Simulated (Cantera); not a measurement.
A closed system holds: 1 mol Ti(OiPr)4, 6.8 mol H2O, 190 mol H2, 0.76 mol O2, at 95.0 mbar.

Cantera equilibrium calculation (NASA polynomials, part measured and part estimated; ideal gas, pure solids and liquids). Candidate condensed phases: C, C6H6, C7H8, C8H18, H2O, Ti, TiC, TiO, TiO2, Ti2O3, Ti3O5, Ti4O7; 113 gas species. The feed counts by its element totals alone. Mutual solubility and eutectic melting of coexisting phases are not modelled. TiC: taken at fixed stoichiometry. Condensed phases not in the tables: Magnéli phases beyond Ti4O7. Kinetics and transport are ignored.

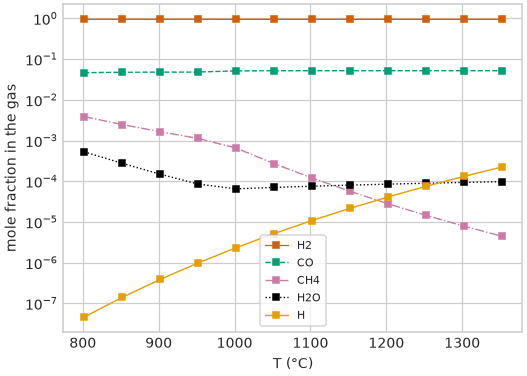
Figure: Equilibrium gas composition (values under 1e-9 drawn at 1e-9)

At 802 °C the condensed part is C(graphite) + TiO2(rutile). From 852 °C to 902 °C the condensed part is C(graphite) + Ti4O7(s). At 952 °C the condensed part is C(graphite) + Ti3O5(s). At 1002 °C the condensed part is TiC(s) + Ti3O5(s). From 1052 °C to 1352 °C the condensed part is TiC(s) + Ti2O3(s).
